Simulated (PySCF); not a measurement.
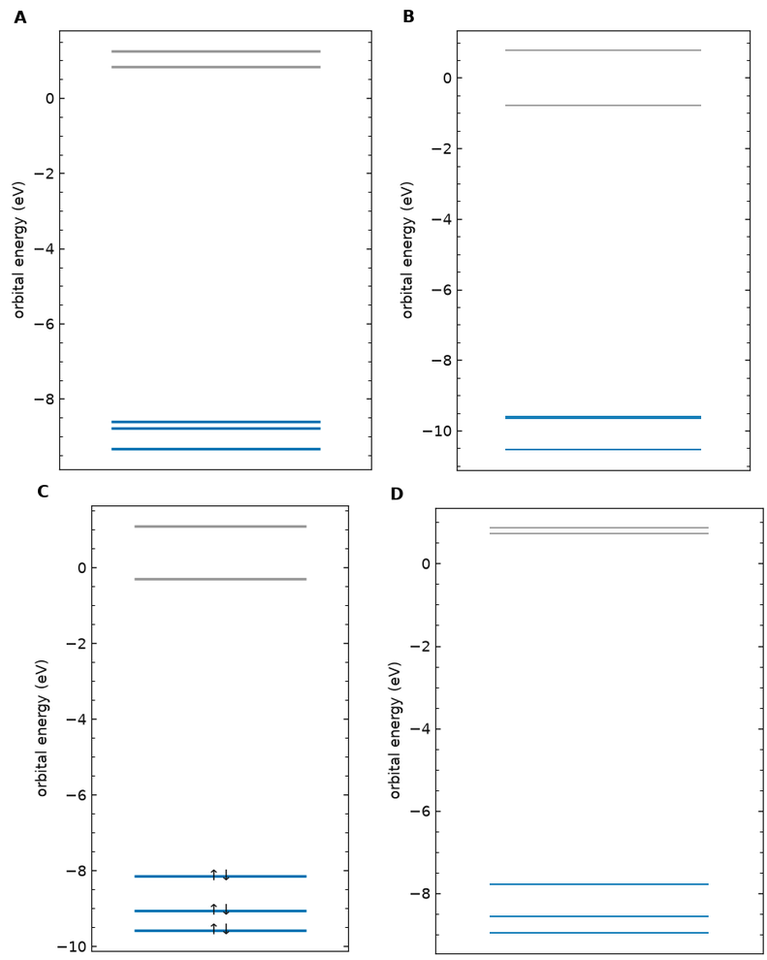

Kohn-Sham orbital energies near the frontier, CAM-B3LYP/def2-SVPD with PySCF 2.14.0, at a PBE0-D3(BJ)/def2-SVP geometry (no frequency check), isolated molecule; empty levels in grey, levels within 0.03 eV side by side.

### Which panel belongs to which molecule?
1. C₅H₈O₄Si, SMILES O=C(O[SiH3])C(=O)OC1CC1
2. C₅H₇N₃, SMILES C=Cc1cnnn1C
3. C₉H₁₂OSi, SMILES C=C(C)[SiH2]Oc1ccccc1
4. C₆H₁₃NOSi, SMILES C/N=C/[C@@H]1COCC[SiH2]1

A: 4 (HOMO −8.61 eV, LUMO 0.83 eV)
B: 1 (HOMO −9.61 eV, LUMO −0.78 eV)
C: 2 (HOMO −8.15 eV, LUMO −0.30 eV)
D: 3 (HOMO −7.79 eV, LUMO 0.73 eV)

Caveats, for all or some of the runs: empty levels above zero depend strongly on the basis; one conformer of a flexible molecule.
